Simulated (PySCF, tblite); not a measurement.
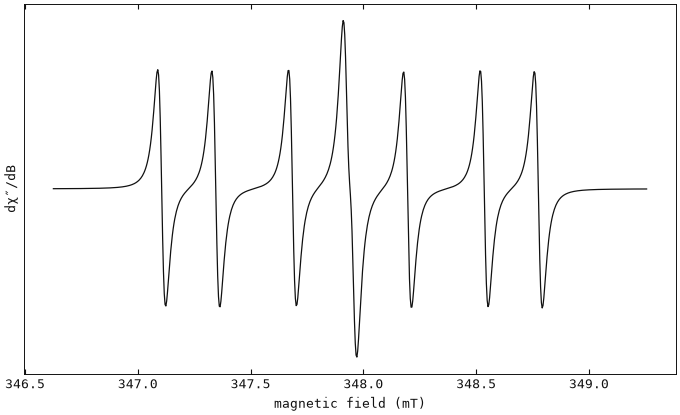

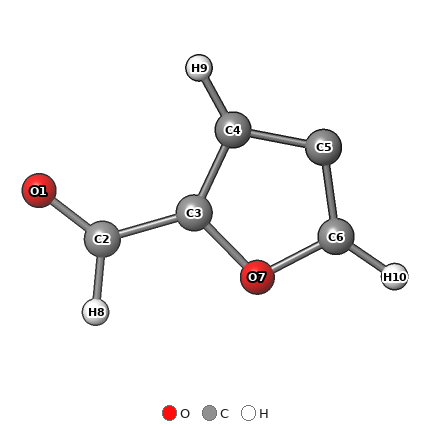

First-order isotropic EPR spectrum (fast tumbling, first derivative) of C₅H₃O₂, SMILES O=Cc1c[c]co1, doublet at 9.75 GHz, Lorentzian lines of 0.06 mT full width at half height, from computed g and hyperfine couplings (B3LYP/pcH-1, PySCF, at a GFN2-xTB geometry (a minimum by its frequencies), gas phase); values of one conformer, averaged over methyl-type rotors alone; other conformers aren't averaged in; no vibrational averaging; dilute isotopes left out. The SMILES is one Lewis form and needn't show where the spin sits.

Q: Which couplings does the calculation give? The spectrum shows the sizes of those above the line width, not their signs.

A:
| nuclei | isotope | a (mT) | a (MHz) |
| --- | --- | --- | --- |
| H9 | ¹H | 0.85 | 23.8 |
| H8 | ¹H | 0.58 | 16.3 |
| H10 | ¹H | 0.24 | 6.8 |

Q: What is the g value, and how wide is the spectrum?

A: g_iso = 2.0021, which centres the spectrum at 347.9 mT; it spans 1.7 mT.

Note: the tight-binding geometry is rougher than a DFT one and adds to the error.
